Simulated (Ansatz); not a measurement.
# SiH6O: geometry relaxation (part 1 of 2)

The run: geometry relaxation of SiH6O. Method and program: RKS PBE/def2-mTZVP (Ansatz 0.2.0).

It belongs to a series of runs on one base structure; here: end point A relaxed. Figures and captions count atoms from 1; the log counts them from 0 in places.

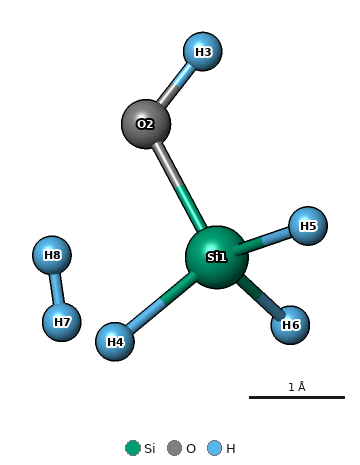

The input geometry (ball-and-stick view, seen at a tilt; atoms are numbered from 1 in the order of the input). Bond lengths as drawn: H–H 0.71 Å, H–O 0.98 Å, H–Si 1.49 to 1.50 Å and O–Si 1.68 Å.

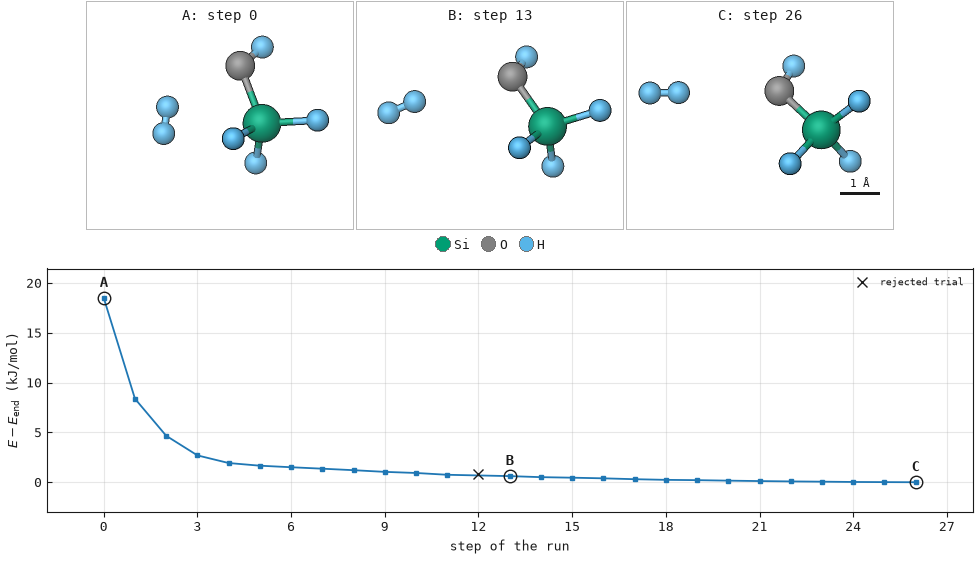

Frames of the relaxation (ball-and-stick view, seen at a tilt) above the curves, on which the letters mark them (the first geometry is step 0 here and step 1 in the log).

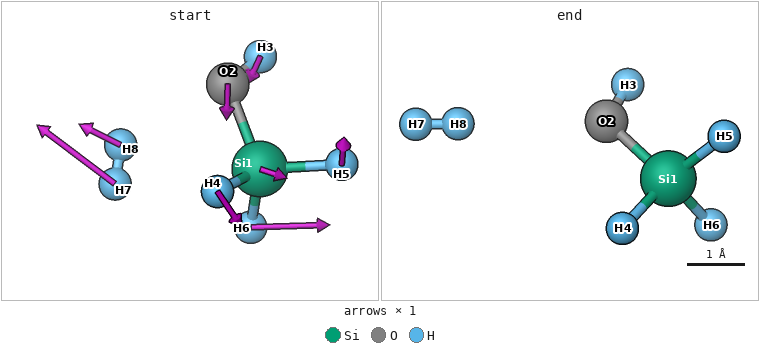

Before (left) and after (right) the relaxation, at one scale (ball-and-stick view, seen at a tilt). The pink arrows give the displacements, at true length. The energy falls by 18.5 kJ/mol in 26 geometry steps. The largest force component goes from 1.3 to 0.024 eV/Å. The line search rejected the trial step at point 12 (counted from 0) and went back. The largest move after the best rigid fit is that of H7, 1.77 Å. Largest moves by element: H 1.77 Å, O 0.71 Å, Si 0.54 Å. Among the contacts that change: H7–H8 0.713 → 0.752 Å. Among the angles that change: O2–Si1–H5 109.9° → 112.0°. (Atoms are counted from 1 in the order of the input.)

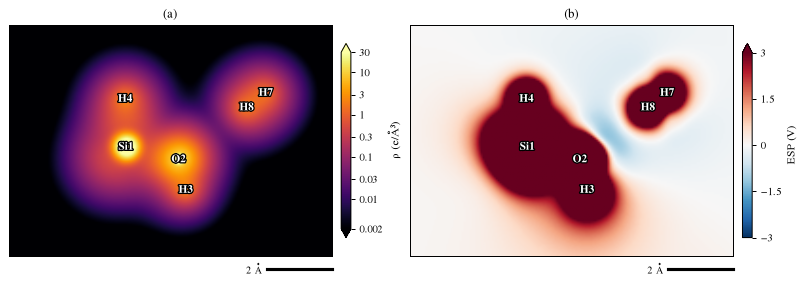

(a) total electron density; (b) molecular electrostatic potential on the plane of atoms Si1, O2 and H3. Atoms in the plane: Si, O and H. O2···H8 (2.65 Å): ρ is about 0.06 e/Å³ halfway, with its minimum of 0.04 e/Å³ about 1.6 Å from O (a non-bonded, intermolecular contact). Si–O (1.68 Å): ρ is about 1.1 e/Å³ halfway. O–H (0.97 Å): ρ at the midpoint is about 3.6 e/Å³, with its minimum of 2.3 e/Å³ about 0.8 Å from O. Si–H (1.49 Å): ρ at the midpoint is about 0.79 e/Å³.

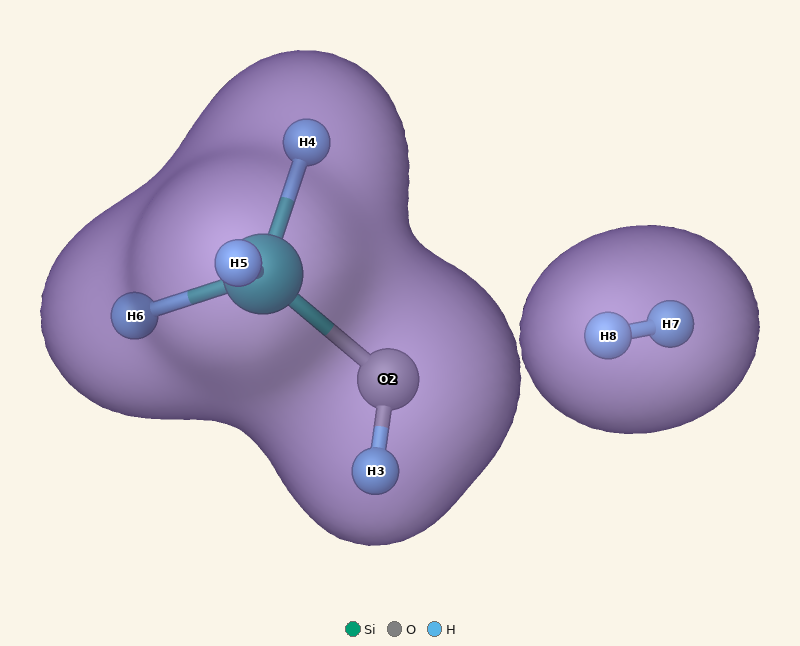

Isosurface of the electron density at 0.06 e/Å³ (purple), seen at a tilt. At this value the surface falls into two separate pieces. It is pinched off along the O···H (2.65 Å) contacts. On the grid the lowest density along these lines, outside the cores, is 0.04 e/Å³ (O···H, 2.65 Å), 0.93 e/Å³ (Si–O, 1.68 Å), 1.6 e/Å³ (H–H, 0.75 Å) and 2.3 e/Å³ (O–H, 0.97 Å).

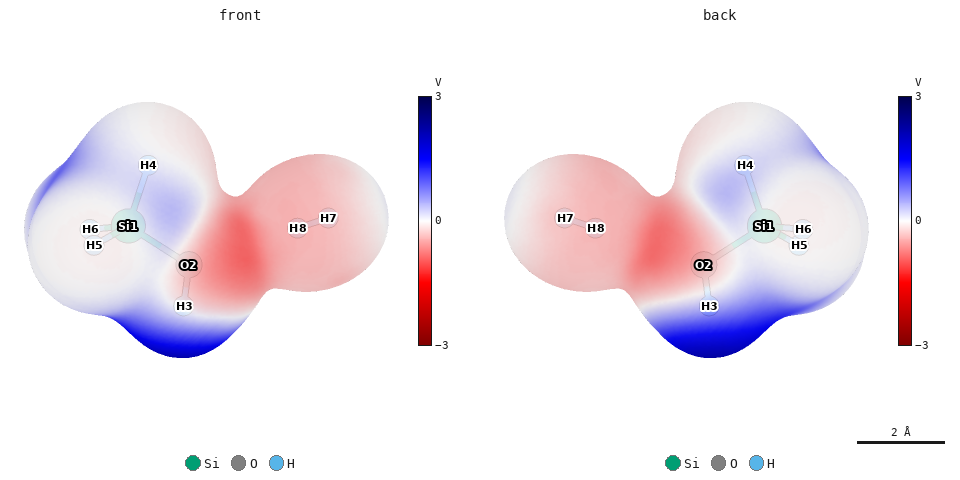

The electrostatic potential painted on the density surface at 0.001 e/bohr³, seen face on and from behind; red is negative and blue positive.

The input that produced these results follows, with the program's output.

### Input file
```yaml
crystal:
  periodic: [false, false, false]
  atoms:
    - { symbol: Si, position_ang: [-0.139465, 0.132206, 0.077795] }
    - { symbol: O, position_ang: [-0.123413, 0.08648, 1.757052] }
    - { symbol: H, position_ang: [-0.987843, 0.244577, 2.181241] }
    - { symbol: H, position_ang: [1.2711, 0.309419, -0.368837] }
    - { symbol: H, position_ang: [-0.959719, 1.298029, -0.394467] }
    - { symbol: H, position_ang: [-0.717359, -1.10425, -0.542385] }
    - { symbol: H, position_ang: [1.287504, -2.000813, 0.811817] }
    - { symbol: H, position_ang: [1.099596, -1.735047, 1.445685] }
basis:
  gaussian: { orbitals: def2-mTZVP }
hamiltonian:
  xc: pbe
relax:
  f_tol: 0.03
  max_steps: 50
output:
  orbitals: {}
```

Launch command:
```bash
ansatz run input.yaml --threads 1 --pin off --max-ram 2048MiB --backend cpu --events-out ev --progress --plain --runs-dir out
```

### Output
```
The last accepted step is kept in [file] (removed where the run ends without a failure and the disk answers)
Engine: ansatz 0.2.0, aarch64-unknown-linux-gnu
Functional definition: PBE
  parameter kappa = 0.804
  parameter beta = 0.06672455060314922
  exchange = pbe_x(kappa = kappa, mu = beta*pi^2/3)
  correlation = pbe_c(beta = beta)
630 factors; their error is unknown
mean field evaluation 1: about -10010.4649 eV, gradient 6.0e1 eV
mean field evaluation 2: about -9978.1677 eV, gradient 1.4e2 eV
mean field evaluation 4: about -10016.3508 eV, gradient 2.9e0 eV
mean field evaluation 8: about -10016.3787 eV, gradient 3.1e-2 eV
mean field evaluation 16: about -10016.3591 eV, gradient 5.9e-5 eV
mean field -10016.35907751 eV, -368.0944067663 hartree, gradient 5.9e-5 eV, S^2 0.000000; 0 other end points of the search recorded, 0 dependent functions left out
the calculation of the forces begins
reference -10016.35911531 eV, -368.0944081554 hartree; 14, 14 occupied and 50, 50 virtual orbitals, 630 factors
relax step   1: F+E_penalty+E_count = -10016.35907751 eV  Δ(F+E_penalty+E_count) = +0.000e0 eV  max|allowed force component| = 1.320e0 eV/Å  Δτ_max = 0.0000 Å  (24 SCF iters, accepted)
these checks for a lower state are left out or cut short: starts, cluster_reference, orbital_swaps, neighbouring_geometries, increment
630 factors; their error is unknown
mean field -10016.46394554 eV, -368.0982605954 hartree, gradient 1.6e-5 eV, S^2 0.000000; 0 other end points of the search recorded, 0 dependent functions left out
[... from here on the field's lines of each further geometry are left out, up to the last ...]
relax step   2: F+E_penalty+E_count = -10016.46394554 eV  Δ(F+E_penalty+E_count) = -1.049e-1 eV  max|allowed force component| = 1.346e-1 eV/Å  Δτ_max = 0.1971 Å  (25 SCF iters, accepted)
relax step   3: F+E_penalty+E_count = -10016.50248279 eV  Δ(F+E_penalty+E_count) = -3.854e-2 eV  max|allowed force component| = 1.611e-1 eV/Å  Δτ_max = 0.1919 Å  (25 SCF iters, accepted)
relax step   4: F+E_penalty+E_count = -10016.52287568 eV  Δ(F+E_penalty+E_count) = -2.039e-2 eV  max|allowed force component| = 1.660e-1 eV/Å  Δτ_max = 0.2000 Å  (26 SCF iters, accepted)
relax step   5: F+E_penalty+E_count = -10016.53082444 eV  Δ(F+E_penalty+E_count) = -7.949e-3 eV  max|allowed force component| = 1.277e-1 eV/Å  Δτ_max = 0.2000 Å  (26 SCF iters, accepted)
relax step   6: F+E_penalty+E_count = -10016.53359016 eV  Δ(F+E_penalty+E_count) = -2.766e-3 eV  max|allowed force component| = 9.137e-2 eV/Å  Δτ_max = 0.1038 Å  (26 SCF iters, accepted)
relax step   7: F+E_penalty+E_count = -10016.53519347 eV  Δ(F+E_penalty+E_count) = -1.603e-3 eV  max|allowed force component| = 1.067e-1 eV/Å  Δτ_max = 0.0917 Å  (26 SCF iters, accepted)
relax step   8: F+E_penalty+E_count = -10016.53670887 eV  Δ(F+E_penalty+E_count) = -1.515e-3 eV  max|allowed force component| = 9.983e-2 eV/Å  Δτ_max = 0.0732 Å  (26 SCF iters, accepted)
relax step   9: F+E_penalty+E_count = -10016.53826962 eV  Δ(F+E_penalty+E_count) = -1.561e-3 eV  max|allowed force component| = 1.725e-1 eV/Å  Δτ_max = 0.1579 Å  (25 SCF iters, accepted)
relax step  10: F+E_penalty+E_count = -10016.54001613 eV  Δ(F+E_penalty+E_count) = -1.747e-3 eV  max|allowed force component| = 1.600e-1 eV/Å  Δτ_max = 0.0345 Å  (26 SCF iters, accepted)
relax step  11: F+E_penalty+E_count = -10016.54116821 eV  Δ(F+E_penalty+E_count) = -1.152e-3 eV  max|allowed force component| = 1.184e-1 eV/Å  Δτ_max = 0.0343 Å  (25 SCF iters, accepted)
relax step  12: F+E_penalty+E_count = -10016.54304154 eV  Δ(F+E_penalty+E_count) = -1.873e-3 eV  max|allowed force component| = 4.000e-2 eV/Å  Δτ_max = 0.1097 Å  (26 SCF iters, accepted)
relax step  13: F+E_penalty+E_count = -10016.54262362 eV  Δ(F+E_penalty+E_count) = +4.179e-4 eV  max|allowed force component| = 1.506e-1 eV/Å  Δτ_max = 0.1943 Å  (25 SCF iters, rejected (line search))
relax step  14: F+E_penalty+E_count = -10016.54443583 eV  Δ(F+E_penalty+E_count) = -1.394e-3 eV  max|allowed force component| = 5.397e-2 eV/Å  Δτ_max = 0.0942 Å  (25 SCF iters, accepted)
relax step  15: F+E_penalty+E_count = -10016.54551585 eV  Δ(F+E_penalty+E_count) = -1.080e-3 eV  max|allowed force component| = 8.429e-2 eV/Å  Δτ_max = 0.0976 Å  (25 SCF iters, accepted)
relax step  16: F+E_penalty+E_count = -10016.54607303 eV  Δ(F+E_penalty+E_count) = -5.572e-4 eV  max|allowed force component| = 1.185e-1 eV/Å  Δτ_max = 0.0840 Å  (25 SCF iters, accepted)
relax step  17: F+E_penalty+E_count = -10016.54674069 eV  Δ(F+E_penalty+E_count) = -6.677e-4 eV  max|allowed force component| = 6.177e-2 eV/Å  Δτ_max = 0.0290 Å  (25 SCF iters, accepted)
relax step  18: F+E_penalty+E_count = -10016.54764465 eV  Δ(F+E_penalty+E_count) = -9.040e-4 eV  max|allowed force component| = 8.565e-2 eV/Å  Δτ_max = 0.0756 Å  (26 SCF iters, accepted)
relax step  19: F+E_penalty+E_count = -10016.54832479 eV  Δ(F+E_penalty+E_count) = -6.801e-4 eV  max|allowed force component| = 1.166e-1 eV/Å  Δτ_max = 0.1028 Å  (26 SCF iters, accepted)
relax step  20: F+E_penalty+E_count = -10016.54863296 eV  Δ(F+E_penalty+E_count) = -3.082e-4 eV  max|allowed force component| = 1.061e-1 eV/Å  Δτ_max = 0.0307 Å  (25 SCF iters, accepted)
relax step  21: F+E_penalty+E_count = -10016.54914848 eV  Δ(F+E_penalty+E_count) = -5.155e-4 eV  max|allowed force component| = 7.390e-2 eV/Å  Δτ_max = 0.0599 Å  (26 SCF iters, accepted)
relax step  22: F+E_penalty+E_count = -10016.54959083 eV  Δ(F+E_penalty+E_count) = -4.424e-4 eV  max|allowed force component| = 7.539e-2 eV/Å  Δτ_max = 0.0812 Å  (25 SCF iters, accepted)
relax step  23: F+E_penalty+E_count = -10016.54995094 eV  Δ(F+E_penalty+E_count) = -3.601e-4 eV  max|allowed force component| = 7.998e-2 eV/Å  Δτ_max = 0.0533 Å  (26 SCF iters, accepted)
relax step  24: F+E_penalty+E_count = -10016.55022233 eV  Δ(F+E_penalty+E_count) = -2.714e-4 eV  max|allowed force component| = 7.770e-2 eV/Å  Δτ_max = 0.0408 Å  (25 SCF iters, accepted)
relax step  25: F+E_penalty+E_count = -10016.55052838 eV  Δ(F+E_penalty+E_count) = -3.061e-4 eV  max|allowed force component| = 6.244e-2 eV/Å  Δτ_max = 0.0615 Å  (25 SCF iters, accepted)
relax step  26: F+E_penalty+E_count = -10016.55067845 eV  Δ(F+E_penalty+E_count) = -1.501e-4 eV  max|allowed force component| = 3.216e-2 eV/Å  Δτ_max = 0.0404 Å  (25 SCF iters, accepted)
the calculation of the forces begins
reference -10016.55084949 eV, -368.1014542569 hartree; 14, 14 occupied and 50, 50 virtual orbitals, 630 factors
relax step  27: F+E_penalty+E_count = -10016.55080634 eV  Δ(F+E_penalty+E_count) = -1.279e-4 eV  max|allowed force component| = 2.389e-2 eV/Å  Δτ_max = 0.0209 Å  (26 SCF iters, accepted)
630 factors; their error is unknown
mean field -10016.55080634 eV, -368.1014526710 hartree, gradient 1.4e-5 eV, S^2 0.000000; 1 other end points of the search recorded, 0 dependent functions left out
the calculation of the forces begins
reference -10016.55084949 eV, -368.1014542569 hartree; 14, 14 occupied and 50, 50 virtual orbitals, 630 factors
Total energy: -10016.55084949 eV, -368.1014542569 hartree
Atom 0 at    -0.443144     0.468878    -0.203447 Å, force    -0.006495     0.007826    -0.004873 eV/Å
Atom 1 at    -0.276907    -0.418904     1.210578 Å, force    -0.022027     0.015538    -0.006224 eV/Å
Atom 2 at    -1.030065    -0.377443     1.825491 Å, force     0.013058    -0.007541     0.001401 eV/Å
Atom 3 at     0.825057     0.243457    -0.955283 Å, force    -0.005587     0.000698     0.001273 eV/Å
Atom 4 at    -0.620284     1.934973     0.070044 Å, force     0.002896    -0.023890    -0.003049 eV/Å
Atom 5 at    -1.612679     0.006268    -1.024019 Å, force     0.017656     0.007161     0.011381 eV/Å
Atom 6 at     2.217394    -2.550800     2.124365 Å, force    -0.014124     0.012971    -0.005774 eV/Å
Atom 7 at     1.671028    -2.075827     1.920171 Å, force     0.014623    -0.012763     0.005865 eV/Å
Dipole moment:    -0.267654     0.107843     0.060440 e Å
```

### Trajectory as extended XYZ (Å, eV, eV/Å), 26 of the 27 frames kept, from step=1 to step=27
```
8
Properties=species:S:1:pos:R:3:forces:R:3 step=1 energy=-10016.35908
Si   -0.1395    0.1322    0.0778   -0.1508   0.2210  -0.1097
O    -0.1234    0.0865    1.7571   -0.2471   0.1723   0.0944
H    -0.9878    0.2446    2.1812    0.1267   0.0003  -0.0636
H     1.2711    0.3094   -0.3688   -0.0041  -0.0016   0.0065
H    -0.9597    1.2980   -0.3945   -0.0026  -0.0005   0.0144
H    -0.7174   -1.1042   -0.5424    0.0091   0.0033   0.0082
H     1.2875   -2.0008    0.8118    0.5444  -0.7753  -1.2696
H     1.0996   -1.7350    1.4457   -0.2757   0.3806   1.3196
8
Properties=species:S:1:pos:R:3:forces:R:3 step=2 energy=-10016.46395
Si   -0.1726    0.1806    0.0681   -0.0455   0.0709  -0.0119
O    -0.1568    0.1480    1.7484   -0.0457   0.0440  -0.0319
H    -1.0226    0.2827    2.1721    0.0225  -0.0031  -0.0093
H     1.2436    0.3386   -0.3718   -0.0138   0.0293   0.0257
H    -0.9922    1.3399   -0.4101   -0.0225   0.0266  -0.0404
H    -0.7309   -1.0720   -0.5404   -0.0264   0.0278   0.0199
H     1.3996   -2.1609    0.8370    0.0910  -0.1346   0.0002
H     1.1623   -1.8262    1.4646    0.0404  -0.0610   0.0477
8
Properties=species:S:1:pos:R:3:forces:R:3 step=3 energy=-10016.50248
Si   -0.2047    0.2304    0.0473   -0.0020   0.0071   0.0372
O    -0.1708    0.1828    1.7269   -0.0237   0.0318  -0.0574
H    -1.0343    0.2908    2.1618    0.0084  -0.0113   0.0047
H     1.2121    0.3910   -0.3902   -0.0117   0.0143   0.0114
H    -1.0273    1.3876   -0.4299   -0.0220   0.0347  -0.0312
H    -0.7667   -1.0232   -0.5559   -0.0149   0.0201   0.0098
H     1.4978   -2.3089    0.9098   -0.0217   0.0258   0.1611
H     1.2244   -1.9200    1.4981    0.0876  -0.1226  -0.1355
```
